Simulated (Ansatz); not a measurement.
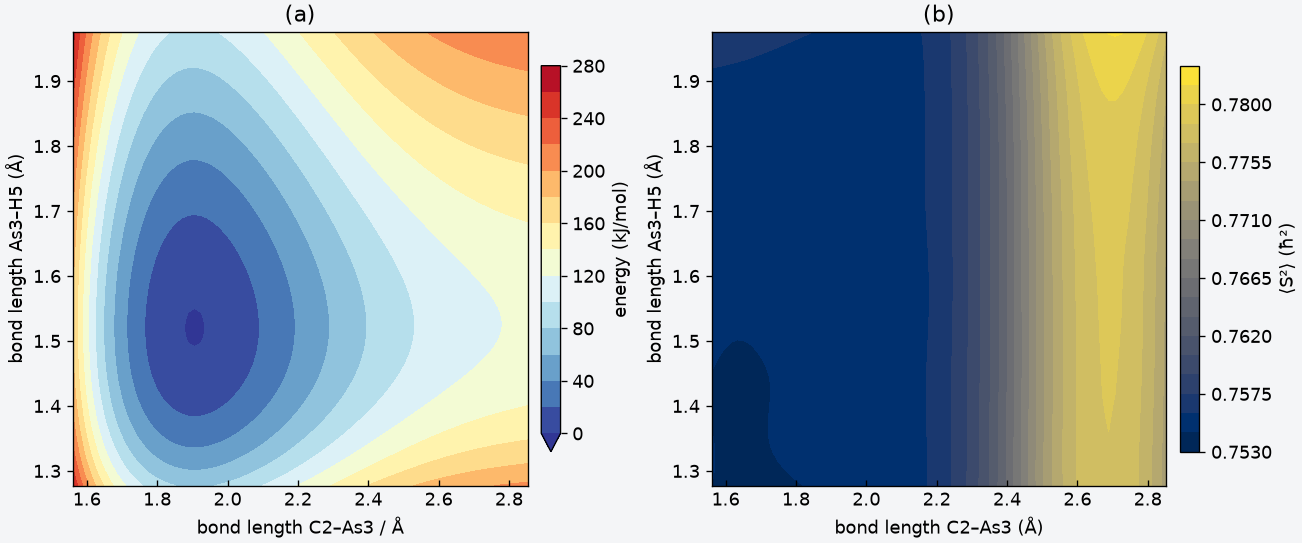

CH2AsS, SMILES S=[C][AsH2], spin multiplicity 2. First axis: bond length C2–As3. Second axis: bond length As3–H5. Nothing is relaxed (all other coordinates rigid). The grid has 9 × 9 points. Points are written as (first, second). Energies: kJ/mol, counted from the lowest grid point. All numbers below come from Ansatz 0.2.0, UKS PBE0-D4/def2-SVP.

Panel (a) is the energy; panel (b) is the computed ⟨S²⟩, in ħ².

Drawn: filled contours. Between grid points the surface is interpolated.

Q: How does the ⟨S²⟩ vary over the map, and what is it at the lowest grid point?

A: Leaving out the highest fifth of the energies, it runs from 0.75 ħ² at (1.721 Å, 1.277 Å) to 0.78 ħ² at (2.692 Å, 1.802 Å). At the lowest grid point, (1.883 Å, 1.539 Å), it is 0.75 ħ².
